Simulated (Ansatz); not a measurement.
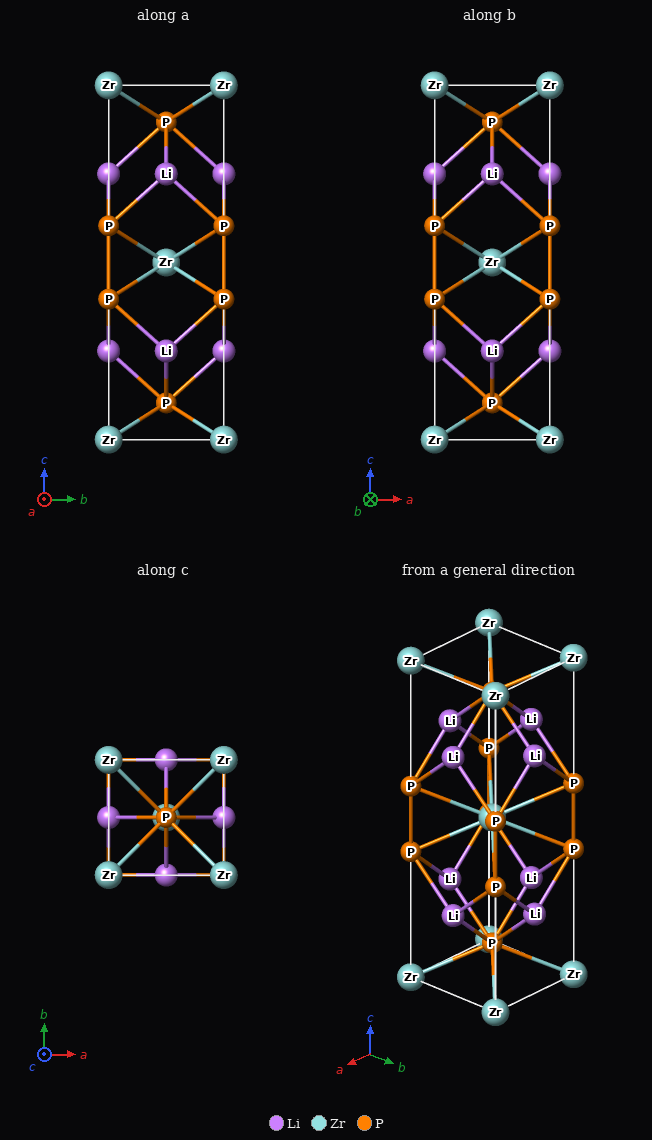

The crystal in a ball-and-stick representation, seen along the a axis, along the b axis, along the c axis and from a general direction. The box is the conventional unit cell; atoms on or close to its faces, edges and corners are drawn wherever they repeat.

Q: What composition does the cell have?

A: Li2ZrP2. The cell holds 4 Li, 2 Zr, 4 P, counting shared atoms by their share.

Q: Which of the Bravais lattices applies?

A: Body-centred tetragonal.

Q: Space group?

A: I4/mmm (No. 139), with Li on 4d, Zr on 2a and P on 4e.

Q: What is the name of this structure type?

A: ThCr₂Si₂ type.

Q: Which atoms are bonded to Zr?

A: Eight P. Not all metal-metal contacts are counted.

The model was built from a textbook structure type filled with these elements (whether it is the usual form wasn't checked). Relaxation method: DFT PBE, scalar-relativistic, plane waves, PAW (Ansatz).
